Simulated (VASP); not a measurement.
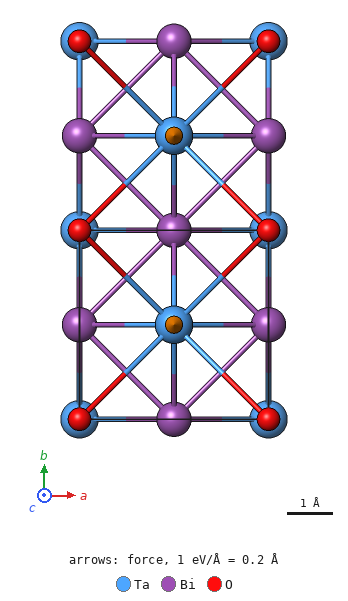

Starting geometry of a crystal of Ta2Bi2O (a generated structure, set up in I4/mmm) with the computed forces as orange arrows. A ball-and-stick model of the conventional cell (2 times the calculation's cell), repeated 1 × 2 × 1 with one cell outlined, seen along the c axis. Lengths and directions refer to the drawn axes.

The run lets cell and atoms move.

Computed with VASP 6.6.1, Kohn-Sham DFT of a periodic cell, PBE, VASP PAW PBE potentials, recommended.

Input
```
SYSTEM = Ta2Bi2O
ALGO = Fast
EDIFF = 1E-4
EDIFFG = -0.08
ENCUT = 520
GGA = PE
IBRION = 2
ISIF = 3
ISMEAR = 0
LASPH = .TRUE.
LCHARG = .FALSE.
LREAL = .FALSE.
LWAVE = .FALSE.
NELM = 60
NSW = 24
PREC = Normal
SIGMA = 0.15
```

Launched with:
```bash
cat potpaw_PBE.64/Ta_pv/POTCAR potpaw_PBE.64/Bi_d/POTCAR potpaw_PBE.64/O/POTCAR > POTCAR
mpirun -np 1 vasp_std > vasp.out
```

Q: What follows when this structure is relaxed?

A: It isn't relaxed: the largest force vector, on Ta atoms, is 8.23 eV/Å. The atoms end up moving mostly along the starting forces (cosine between the two patterns 1.00). After 8 geometry steps the energy has fallen by 699 meV per atom. The largest force component goes from 8.2 to 0.045 eV/Å. The pressure goes from 34.93 to −0.07 GPa. The largest moves relative to the cell, 0.21 Å, are those of Ta atoms. Bi and O stay in place. The drawn cell changes as follows: a = b 4.250 → 4.583 Å (+7.8 %), c 11.466 → 12.109 Å (+5.6 %); the volume changes by +22.8 %. Some distances before and after: Bi–Ta 2.590 → 2.896 Å, Ta–Ta 2.771 → 2.512 Å, Bi–Bi 3.005 → 3.241 Å, O–Ta 3.309 → 3.476 Å. Among the angles between lasting bonds that change: Bi–Ta–Bi 110.3° → 104.6°, Bi–Ta–Bi 70.9° → 68.0°, Ta–Ta–Bi 124.9° → 127.7°. The space group stays I4/mmm (No. 139). At step 1 the optimiser overshot: the energy rose above the start, and later steps came back. The volume changes by over a tenth within one run on a fixed set of plane waves, so the end point should be relaxed again from the new cell. It ran on 1 thread of Intel(R) Xeon(R) Platinum 8488C (Sapphire Rapids), with other jobs on the host.
